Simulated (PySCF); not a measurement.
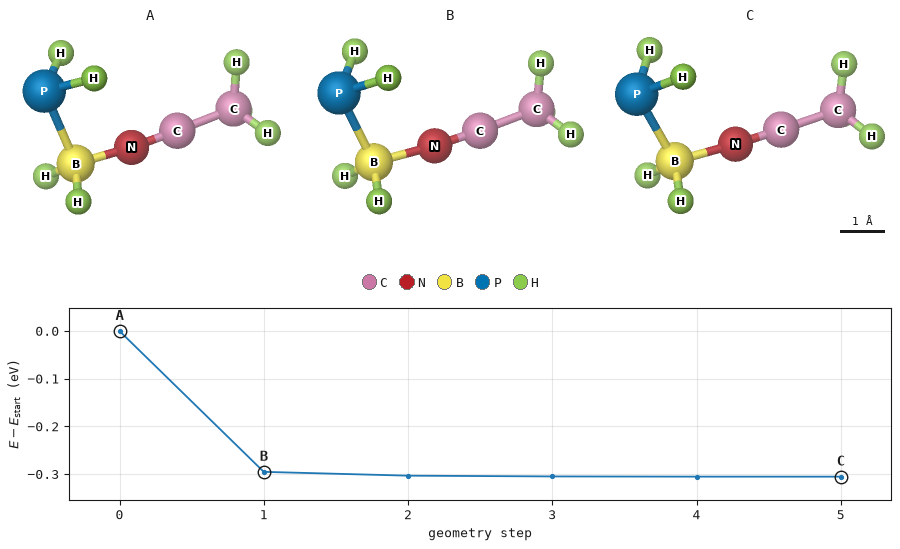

Frames of a relaxation of C2H7BNP, marked on the history of the run. A ball-and-stick model, seen at a tilt.

The start comes from GFN2-xTB. Its atoms were then displaced at random by about 0.01 Å.

The calculation used PySCF, PBE0-D3(BJ)/def2-SVP geometry optimisation, gas phase. 

Question: What happens along the run?

Answer: An H atom moves most after the best rigid fit: 0.31 Å. By element the largest moves are H 0.31 Å, P 0.20 Å, N 0.12 Å, C 0.12 Å, B 0.07 Å. Near-neighbour distances that change, for instance: B–N 1.402 → 1.523 Å, H–P 1.375 → 1.433 Å, B–H 1.184 → 1.221 Å, C–H 1.066 → 1.100 Å. Among the angles between lasting bonds that change: N–B–P 103.8° → 110.2°, N–B–H 111.1° → 106.7°, B–P–H 96.3° → 99.0°. After 5 geometry steps the energy has fallen by 0.305 eV. The run took 42 s on 1 thread of Arm Neoverse N1, with other jobs on the host. From step 0 to 1: an H atom moves most (0.17 Å), energy −0.295 eV. From step 1 to 5: H atoms move most (0.14 Å), energy −0.010 eV.
